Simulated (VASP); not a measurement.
Consider the following.

```
CELL_PARAMETERS angstrom
      5.66047     0.00000     0.00000
      0.00000     5.66047     0.00000
      0.00000     0.00000     5.66047
ATOMIC_POSITIONS crystal
  Ga 0.00000 0.00000 0.00000
  Ga 0.50000 0.50000 0.00000
  Ga 0.50000 0.00000 0.50000
  As 0.25002 0.24998 0.24998
  As 0.74998 0.75002 0.24998
  As 0.74998 0.24998 0.75002
  As 0.25002 0.75002 0.75002
  Al 0.00000 0.50000 0.50000
```

These are PBEsol GGA, VASP's PBE PAW potentials (set 64) (plane waves; VASP) values and carry that method's errors. Settings: 400 eV cut-off, 5×5×5 Γ-centred mesh, tetrahedra with Blöchl corrections, potentials Ga_d As Al.

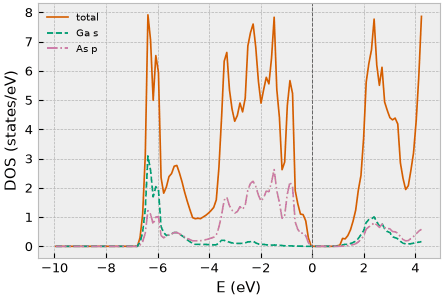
*Total and projected density of states, zero at the valence-band maximum*

Within 2 eV below the valence-band maximum the largest weight inside VASP's projection spheres is As p, then Ga p.

The gap is direct, 0.77 eV, from the valence maximum at Γ to the conduction minimum at Γ.

The structure was generated: AlGa3As4 was put into an ordered model structure (P-43m), which need not be its known phase. It was relaxed first.
